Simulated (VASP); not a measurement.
# Nickel with r2SCAN: from relaxation to properties, part 5 of 6

Aim: relax Nickel, then compute properties on the relaxed cell. Left out of this account: 1 further run (core levels: core levels are not valid at this level). The start is a cell from a database of measured crystal structures.

VASP 6.6.1, plane waves and PAW; the level of theory is named at each step.

Still holding for the runs below: The magnetic order is the lowest of the few collinear ones tried above; longer or canted patterns were not tried. The k-mesh is coarse for a metal.

So far, largest spin moment in the PAW sphere (μB): step 2 (magnetic order: ferromagnetic) 0.778; step 3 (magnetic order: antiferromagnetic, q = (0, 0, 1/2)) 0.568; step 4 (magnetic order: antiferromagnetic, q = (1/2, 1/2, 0)) 0.29; step 7 (full relaxation (r2SCAN)) 0.661; step 11 (density of states (r2SCAN)) 0.724.

## (12) Volume scan with r2SCAN

Level of this step: r2SCAN, spin-polarised from a ferromagnetic start (one magnetic atom a cell); plane waves and PAW (Ni) (VASP).

An equation of state needs energies on both sides of the minimum, all on one mesh and cutoff.

INCAR

```
SYSTEM = Ni
PREC = Accurate
ENCUT = 400
EDIFF = 1E-06
NELM = 100
ISMEAR = 1
SIGMA = 0.2
LREAL = .FALSE.
ALGO = Normal
METAGGA = R2SCAN
LASPH = .TRUE.
NBANDS = 12
ISPIN = 2
MAGMOM = 0.661
LMAXMIX = 4
LORBIT = 11
LWAVE = .FALSE.
LCHARG = .FALSE.
KPAR = 4
ISIF = 2
```

POSCAR

```
Ni
1.0
    0.0000000000      1.7008818005      1.7008818005
    1.7008818005      0.0000000000      1.7008818005
    1.7008818005      1.7008818005      0.0000000000
Ni
1
Direct
    0.0000000000      0.0000000000      0.0000000000
```

KPOINTS

```
Automatic mesh
0
Gamma
11 11 11
0 0 0
```

PAW data sets: Ni (PBE family, release 64).

Started as:

```sh
$ mpirun -np 4 vasp_std
```

The program printed:

```text
[... set-up lines as in an earlier step ...]
 entering main loop
       N       E                     dE             d eps       ncg     rms          rms(c)
DAV:   1     0.185280248078E+02    0.18528E+02   -0.39362E+03  2832   0.937E+02
DAV:   2    -0.132879424553E+02   -0.31816E+02   -0.29949E+02  2916   0.159E+02
DAV:   3    -0.141544252087E+02   -0.86648E+00   -0.85597E+00  3108   0.293E+01
DAV:   4    -0.141610281401E+02   -0.66029E-02   -0.66016E-02  3156   0.227E+00
DAV:   5    -0.141611519345E+02   -0.12379E-03   -0.12379E-03  3252   0.290E-01    0.115E+01
DAV:   6    -0.123029181678E+02    0.18582E+01   -0.17677E+01  3524   0.584E+01    0.653E+00
DAV:   7    -0.119111429118E+02    0.39178E+00   -0.32476E+00  3340   0.209E+01    0.262E+00
DAV:   8    -0.119027432464E+02    0.83997E-02   -0.41696E-02  3260   0.187E+00    0.119E+00
DAV:   9    -0.119005996284E+02    0.21436E-02   -0.25826E-03  3652   0.532E-01    0.367E-01
DAV:  10    -0.119000923159E+02    0.50731E-03   -0.29640E-03  3588   0.688E-01    0.661E-02
DAV:  11    -0.119001425794E+02   -0.50264E-04   -0.18703E-04  3480   0.154E-01    0.476E-02
DAV:  12    -0.119001463305E+02   -0.37511E-05   -0.18944E-05  3328   0.466E-02    0.203E-02
DAV:  13    -0.119001447757E+02    0.15548E-05   -0.91390E-06  3244   0.316E-02    0.525E-03
DAV:  14    -0.119001457513E+02   -0.97558E-06   -0.42733E-07  1808   0.660E-03
   1 F= -.11900146E+02 E0= -.11899894E+02  d E =-.754993E-03  mag=     0.6028
```

Run time: 5.8 s. Hardware: 4 MPI ranks of Intel Xeon 6975P-C (Granite Rapids), shared host; peak memory 0.46 GiB; 21 s of CPU time.

From OUTCAR (step 12):

```text
   ENCUT  =  400.0 eV  29.40 Ry    5.42 a.u.   3.92  3.92  3.92*2*pi/ulx,y,z

   NELECT =      10.0000    total number of electrons

 E-fermi :  10.7884

 spin component 1
 k-point     1 :       0.0000    0.0000    0.0000
  band No.  band energies     occupation
    ...
      2       7.7123      1.00000
      3       7.7124      1.00000
      4       7.7124      1.00000
      5       9.1540      1.00000
      6       9.1540      1.00000
      7      36.2321      0.00000
      8      41.2123      0.00000
      9      41.2123      0.00000
     10      41.2130      0.00000
     11      44.2599      0.00000
    ...

 k-point     2 :       0.0909    0.0000    0.0000
  band No.  band energies     occupation
    ...
      2       7.6170      1.00000
      3       7.7933      1.00000
      4       7.7934      1.00000
      5       9.1204      1.00000
      6       9.1204      1.00000
      7      35.0121      0.00000
      8      38.2439      0.00000
      9      40.5092      0.00000
     10      40.5097      0.00000
     11      45.2911      0.00000
    ...

  Total        0.9466076      0.9466076      0.9466076     -0.0000000      0.0000000     -0.0000000
  in kB      154.1090654    154.1090654    154.1090654     -0.0000000      0.0000000     -0.0000000
  external PRESSURE =     154.1090654 kB  Pullay stress =       0.0000000 kB

  FREE ENERGIE OF THE ION-ELECTRON SYSTEM (eV)
  ---------------------------------------------------
  free  energy   TOTEN  =       -11.9001457513 eV

  energy  without entropy=      -11.8993907587  energy(sigma->0) =      -11.89989409

 magnetization (x)
# of ion       s       p       d       tot
------------------------------------------
    1       -0.013  -0.046   0.673   0.613

[... 6 parts as in an earlier step ...]

[... 16 further parts left out ...]
```

The scan keeps the cell's shape and the fractional positions fixed.

This step gave:

```
SCF cycles                                        : 14
bands                                             : 12
irreducible k-points                              : 56
free energy (TOTEN)                               : -11.90 eV
energy at zero smearing                           : -11.90 eV
Fermi energy                                      : 10.79 eV
pressure                                          : 15.41 GPa
moment of the cell, from the last line of the log : 0.6028 μB
```

Spin moment in the PAW sphere by atom:

```tsv
atom	spin moment in the PAW sphere (μB)
Ni1	0.613
```

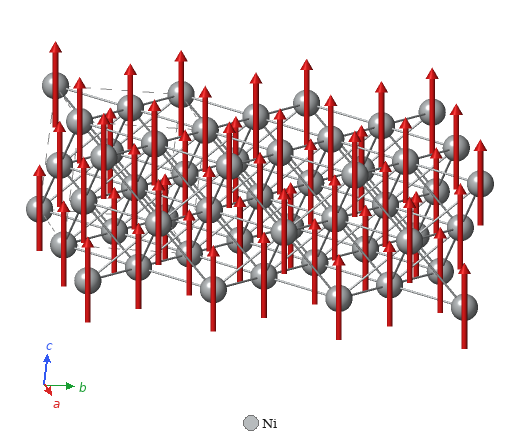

Spin moment in the PAW sphere as arrows, the longest 0.613 μB. Up and down stand for the sign. Arrows give size and sign along the axis of quantisation, drawn up and down the page. 2×3×1 conventional cells are drawn. Some periodic images of atoms are drawn too.

The pressure here is 15.41 GPa.

## (13) Volume scan with r2SCAN (run 2)

INCAR is that of step 12.

POSCAR

```
Ni
1.0
    0.0000000000      1.7128602360      1.7128602360
    1.7128602360      0.0000000000      1.7128602360
    1.7128602360      1.7128602360      0.0000000000
Ni
1
Direct
    0.0000000000      0.0000000000      0.0000000000
```

KPOINTS is that of step 12.

Started as:

```sh
$ mpirun -np 4 vasp_std
```

The program printed:

```text
[... set-up lines as in an earlier step ...]
 entering main loop
       N       E                     dE             d eps       ncg     rms          rms(c)
DAV:   1     0.198370971001E+02    0.19837E+02   -0.38984E+03  2792   0.914E+02
DAV:   2    -0.132160928755E+02   -0.33053E+02   -0.31086E+02  2840   0.160E+02
DAV:   3    -0.141957665947E+02   -0.97967E+00   -0.97066E+00  3116   0.312E+01
DAV:   4    -0.142027778202E+02   -0.70112E-02   -0.70100E-02  3128   0.236E+00
DAV:   5    -0.142029074901E+02   -0.12967E-03   -0.12967E-03  3224   0.296E-01    0.112E+01
DAV:   6    -0.123526427192E+02    0.18503E+01   -0.18445E+01  3520   0.593E+01    0.674E+00
DAV:   7    -0.119260886592E+02    0.42655E+00   -0.34719E+00  3336   0.214E+01    0.251E+00
DAV:   8    -0.119201599386E+02    0.59287E-02   -0.41538E-02  3272   0.189E+00    0.118E+00
DAV:   9    -0.119181172715E+02    0.20427E-02   -0.27315E-03  3624   0.531E-01    0.372E-01
DAV:  10    -0.119176027340E+02    0.51454E-03   -0.31910E-03  3584   0.713E-01    0.716E-02
DAV:  11    -0.119176539814E+02   -0.51247E-04   -0.23162E-04  3480   0.170E-01    0.459E-02
DAV:  12    -0.119176568648E+02   -0.28834E-05   -0.14410E-05  3228   0.415E-02    0.277E-02
DAV:  13    -0.119176562107E+02    0.65408E-06   -0.18585E-05  3340   0.479E-02    0.630E-03
DAV:  14    -0.119176579849E+02   -0.17741E-05   -0.51484E-07  1892   0.789E-03    0.153E-03
DAV:  15    -0.119176579255E+02    0.59395E-07   -0.52977E-08  1496   0.260E-03
   1 F= -.11917658E+02 E0= -.11917219E+02  d E =-.131680E-02  mag=     0.6096
```

It took 6.2 s on 4 MPI ranks; peak memory 0.46 GiB; 22 s of CPU time.

OUTCAR, selected parts (step 13):

```text
   ENCUT  =  400.0 eV  29.40 Ry    5.42 a.u.   3.95  3.95  3.95*2*pi/ulx,y,z

   NELECT =      10.0000    total number of electrons

 E-fermi :  10.4650

 spin component 1
 k-point     1 :       0.0000    0.0000    0.0000
  band No.  band energies     occupation
    ...
      2       7.4409      1.00000
      3       7.4410      1.00000
      4       7.4410      1.00000
      5       8.8466      1.00000
      6       8.8466      1.00000
      7      35.7231      0.00000
      8      40.5289      0.00000
      9      40.5289      0.00000
     10      40.5297      0.00000
     11      43.4781      0.00000
    ...

 k-point     2 :       0.0909    0.0000    0.0000
  band No.  band energies     occupation
    ...
      2       7.3491      1.00000
      3       7.5194      1.00000
      4       7.5195      1.00000
      5       8.8142      1.00000
      6       8.8143      1.00000
      7      34.4473      0.00000
      8      37.6280      0.00000
      9      39.8065      0.00000
     10      39.8071      0.00000
     11      44.5354      0.00000
    ...

  Total        0.6010953      0.6010953      0.6010953     -0.0000000     -0.0000000      0.0000000
  in kB       95.8204366     95.8204366     95.8204366     -0.0000000     -0.0000000      0.0000000
  external PRESSURE =      95.8204366 kB  Pullay stress =       0.0000000 kB

 POSITION                                       TOTAL-FORCE (eV/Angst)
 -----------------------------------------------------------------------------------
      0.00000      0.00000      0.00000        -0.000000     -0.000000     -0.000000
 -----------------------------------------------------------------------------------
    total drift:                                0.000000      0.000000     -0.000000

  FREE ENERGIE OF THE ION-ELECTRON SYSTEM (eV)
  ---------------------------------------------------
  free  energy   TOTEN  =       -11.9176579255 eV

  energy  without entropy=      -11.9163411236  energy(sigma->0) =      -11.91721899

 magnetization (x)
# of ion       s       p       d       tot
------------------------------------------
    1       -0.013  -0.046   0.682   0.623

[... 5 parts as in an earlier step ...]

[... 16 further parts left out ...]
```

Numbers from this step:

| Item | Value |
| --- | --- |
| SCF cycles | 15 |
| free energy (TOTEN) | -11.92 eV |
| energy at zero smearing | -11.92 eV |
| Fermi energy | 10.46 eV |
| pressure | 9.582 GPa |
| moment of the cell, from the last line of the log | 0.6096 μB |

The pressure falls from 15.41 to 9.58 GPa.

The run ends at a pressure of 9.58 GPa.

## (14) Volume scan with r2SCAN (run 3)

INCAR is that of step 13.

POSCAR

```
Ni
1.0
    0.0000000000      1.7246734385      1.7246734385
    1.7246734385      0.0000000000      1.7246734385
    1.7246734385      1.7246734385      0.0000000000
Ni
1
Direct
    0.0000000000      0.0000000000      0.0000000000
```

KPOINTS is that of step 13.

Started as:

```sh
$ mpirun -np 4 vasp_std
```

The program printed:

```text
[... set-up lines as in an earlier step ...]
 entering main loop
       N       E                     dE             d eps       ncg     rms          rms(c)
DAV:   1     0.198368908212E+02    0.19837E+02   -0.39472E+03  2796   0.933E+02
DAV:   2    -0.132764544434E+02   -0.33113E+02   -0.31027E+02  2912   0.159E+02
DAV:   3    -0.142287029382E+02   -0.95225E+00   -0.94869E+00  3112   0.311E+01
DAV:   4    -0.142360297271E+02   -0.73268E-02   -0.73257E-02  3168   0.238E+00
[...]
DAV:  13    -0.119280695681E+02    0.18425E-05   -0.24628E-05  3380   0.602E-02    0.884E-03
DAV:  14    -0.119280728686E+02   -0.33004E-05   -0.13054E-06  2080   0.128E-02    0.179E-03
DAV:  15    -0.119280726526E+02    0.21602E-06   -0.76671E-08  1520   0.341E-03
   1 F= -.11928073E+02 E0= -.11927374E+02  d E =-.209737E-02  mag=     0.6212
```

Elapsed: 6.4 s, on 4 MPI ranks; peak memory 0.45 GiB.

Parts of OUTCAR (step 14):

```text
  Total        0.2824064      0.2824064      0.2824064      0.0000000      0.0000000      0.0000000
  in kB       44.0995858     44.0995858     44.0995858      0.0000000      0.0000000      0.0000000
  external PRESSURE =      44.0995858 kB  Pullay stress =       0.0000000 kB

  FREE ENERGIE OF THE ION-ELECTRON SYSTEM (eV)
  ---------------------------------------------------
  free  energy   TOTEN  =       -11.9280726526 eV

  energy  without entropy=      -11.9259752839  energy(sigma->0) =      -11.92737353

 magnetization (x)
# of ion       s       p       d       tot
------------------------------------------
    1       -0.013  -0.045   0.695   0.637

[... 2 parts as in an earlier step ...]

[... 2 further parts left out ...]
[key lines of the parts left out:]
E-fermi :  10.1565
```

The pressure falls from 9.58 to 4.41 GPa.

The run ends at a pressure of 4.41 GPa.

## (15) Volume scan with r2SCAN (run 4)

INCAR is that of step 14.

POSCAR

```
Ni
1.0
    0.0000000000      1.7363269909      1.7363269909
    1.7363269909      0.0000000000      1.7363269909
    1.7363269909      1.7363269909      0.0000000000
Ni
1
Direct
    0.0000000000      0.0000000000      0.0000000000
```

KPOINTS is that of step 14.

Started as:

```sh
$ mpirun -np 4 vasp_std
```

The program printed:

```text
[... set-up lines as in an earlier step ...]
 entering main loop
       N       E                     dE             d eps       ncg     rms          rms(c)
DAV:   1     0.185954911031E+02    0.18595E+02   -0.38502E+03  2792   0.905E+02
DAV:   2    -0.133917404203E+02   -0.31987E+02   -0.30356E+02  2948   0.158E+02
DAV:   3    -0.142542372960E+02   -0.86250E+00   -0.85675E+00  3048   0.295E+01
DAV:   4    -0.142613332643E+02   -0.70960E-02   -0.70947E-02  3236   0.234E+00
[...]
DAV:  14    -0.119319812775E+02   -0.23664E-05   -0.58591E-07  1952   0.849E-03    0.418E-03
DAV:  15    -0.119319825142E+02   -0.12367E-05   -0.47076E-07  1540   0.690E-03    0.173E-03
DAV:  16    -0.119319829581E+02   -0.44389E-06   -0.10848E-07  1512   0.400E-03
   1 F= -.11931983E+02 E0= -.11930956E+02  d E =-.307947E-02  mag=     0.6426
```

The job ended after 6.6 s (4 MPI ranks; peak memory 0.45 GiB; 24 s of CPU time).

OUTCAR, selected parts (step 15):

```text
  Total       -0.0054778     -0.0054778     -0.0054778      0.0000000      0.0000000      0.0000000
  in kB       -0.8382874     -0.8382874     -0.8382874      0.0000000      0.0000000      0.0000000
  external PRESSURE =      -0.8382874 kB  Pullay stress =       0.0000000 kB

 POSITION                                       TOTAL-FORCE (eV/Angst)
 -----------------------------------------------------------------------------------
      0.00000      0.00000      0.00000        -0.000000      0.000000      0.000000
 -----------------------------------------------------------------------------------
    total drift:                                0.000000      0.000000     -0.000000

  FREE ENERGIE OF THE ION-ELECTRON SYSTEM (eV)
  ---------------------------------------------------
  free  energy   TOTEN  =       -11.9319829581 eV

  energy  without entropy=      -11.9289034871  energy(sigma->0) =      -11.93095647

[... 3 parts as in an earlier step ...]

[... 1 further part left out ...]
[key lines of the parts left out:]
E-fermi :   9.8630
```

Spin moment in the PAW sphere by atom:

```tsv
atom	spin moment in the PAW sphere (μB)
Ni1	0.661
```

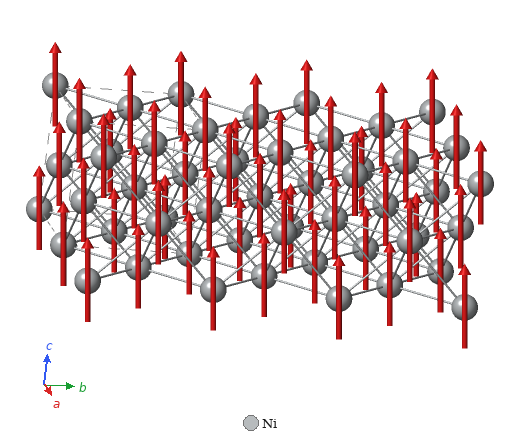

Spin moment in the PAW sphere as arrows, the longest 0.661 μB. Up and down stand for the sign. Arrows give size and sign along the axis of quantisation, drawn up and down the page. 2×3×1 conventional cells are drawn. Some periodic images of atoms are drawn too.

The pressure falls from 4.41 to -0.08 GPa, so it vanishes between these two volumes.

## (16) Volume scan with r2SCAN (run 5)

INCAR is that of step 15.

POSCAR

```
Ni
1.0
    0.0000000000      1.7478261803      1.7478261803
    1.7478261803      0.0000000000      1.7478261803
    1.7478261803      1.7478261803      0.0000000000
Ni
1
Direct
    0.0000000000      0.0000000000      0.0000000000
```

KPOINTS is that of step 15.

Started as:

```sh
$ mpirun -np 4 vasp_std
```

The program printed:

```text
[... set-up lines as in an earlier step ...]
 entering main loop
       N       E                     dE             d eps       ncg     rms          rms(c)
DAV:   1     0.185943469337E+02    0.18594E+02   -0.38687E+03  2820   0.900E+02
DAV:   2    -0.133891262962E+02   -0.31983E+02   -0.30054E+02  2884   0.156E+02
DAV:   3    -0.142727619510E+02   -0.88364E+00   -0.87835E+00  3128   0.297E+01
DAV:   4    -0.142797352416E+02   -0.69733E-02   -0.69721E-02  3128   0.230E+00
[...]
DAV:  15    -0.119306367023E+02   -0.60870E-05   -0.42767E-06  1884   0.195E-02    0.564E-03
DAV:  16    -0.119306384393E+02   -0.17370E-05   -0.87295E-07  1496   0.104E-02    0.184E-03
DAV:  17    -0.119306378669E+02    0.57237E-06   -0.18652E-07  1472   0.553E-03
   1 F= -.11930638E+02 E0= -.11929325E+02  d E =-.393951E-02  mag=     0.6849
```

The job ended after 7 s (4 MPI ranks; peak memory 0.47 GiB).

OUTCAR, selected parts (step 16):

```text
  Total       -0.2587266     -0.2587266     -0.2587266      0.0000000      0.0000000      0.0000000
  in kB      -38.8174420    -38.8174420    -38.8174420      0.0000000      0.0000000      0.0000000
  external PRESSURE =     -38.8174420 kB  Pullay stress =       0.0000000 kB

  FREE ENERGIE OF THE ION-ELECTRON SYSTEM (eV)
  ---------------------------------------------------
  free  energy   TOTEN  =       -11.9306378669 eV

  energy  without entropy=      -11.9266983593  energy(sigma->0) =      -11.92932470

 magnetization (x)
# of ion       s       p       d       tot
------------------------------------------
    1       -0.012  -0.043   0.761   0.706

[... 2 parts as in an earlier step ...]

[... 2 further parts left out ...]
[key lines of the parts left out:]
E-fermi :   9.5852
```

The pressure falls from -0.08 to -3.88 GPa.

The run ends at a pressure of -3.88 GPa.

## (17) Volume scan with r2SCAN (run 6)

INCAR is that of step 16.

POSCAR

```
Ni
1.0
    0.0000000000      1.7591760189      1.7591760189
    1.7591760189      0.0000000000      1.7591760189
    1.7591760189      1.7591760189      0.0000000000
Ni
1
Direct
    0.0000000000      0.0000000000      0.0000000000
```

KPOINTS is that of step 16.

Started as:

```sh
$ mpirun -np 4 vasp_std
```

The program printed:

```text
[... set-up lines as in an earlier step ...]
 entering main loop
       N       E                     dE             d eps       ncg     rms          rms(c)
DAV:   1     0.184448816152E+02    0.18445E+02   -0.40169E+03  2836   0.906E+02
DAV:   2    -0.133545214857E+02   -0.31799E+02   -0.29916E+02  2868   0.156E+02
DAV:   3    -0.142841071607E+02   -0.92959E+00   -0.92566E+00  3084   0.300E+01
DAV:   4    -0.142916256917E+02   -0.75185E-02   -0.75149E-02  3120   0.233E+00
[...]
DAV:  14    -0.119247122557E+02   -0.61601E-05   -0.23250E-06  2532   0.153E-02    0.904E-03
DAV:  15    -0.119247190655E+02   -0.68098E-05   -0.32104E-06  1680   0.214E-02    0.445E-03
DAV:  16    -0.119247190634E+02    0.20987E-08   -0.57315E-07  1592   0.103E-02
   1 F= -.11924719E+02 E0= -.11923494E+02  d E =-.367401E-02  mag=     0.7434
```

It took 6.8 s on 4 MPI ranks; peak memory 0.45 GiB; 25 s of CPU time.

Parts of OUTCAR (step 17):

```text
  Total       -0.4847244     -0.4847244     -0.4847244      0.0000000     -0.0000000      0.0000000
  in kB      -71.3259575    -71.3259575    -71.3259575      0.0000000     -0.0000000      0.0000000
  external PRESSURE =     -71.3259575 kB  Pullay stress =       0.0000000 kB

  FREE ENERGIE OF THE ION-ELECTRON SYSTEM (eV)
  ---------------------------------------------------
  free  energy   TOTEN  =       -11.9247190634 eV

  energy  without entropy=      -11.9210450571  energy(sigma->0) =      -11.92349439

 magnetization (x)
# of ion       s       p       d       tot
------------------------------------------
    1       -0.010  -0.042   0.818   0.767

[... 2 parts as in an earlier step ...]

[... 2 further parts left out ...]
[key lines of the parts left out:]
E-fermi :   9.3216
```

The pressure falls from -3.88 to -7.13 GPa.

The run ends at a pressure of -7.13 GPa.

(Part 5 of 6 ends here.)

[Lines on the potential files, build, host, timing and source positions are cut from VASP's logs without a mark.]

[Logs are printed without paths, hosts, clocks, repeated set-up lines and the standing remarks that a program may print on its own settings, such as how far it seeks lower states.]

[Hosts, paths, dates, database ids (printed as entryN), source tags and the programs' standing remarks are cut or masked in the printed files.]

[Measured values are set beside computed ones only where the two were judged alike; some that the calculation misses by far are left out.]
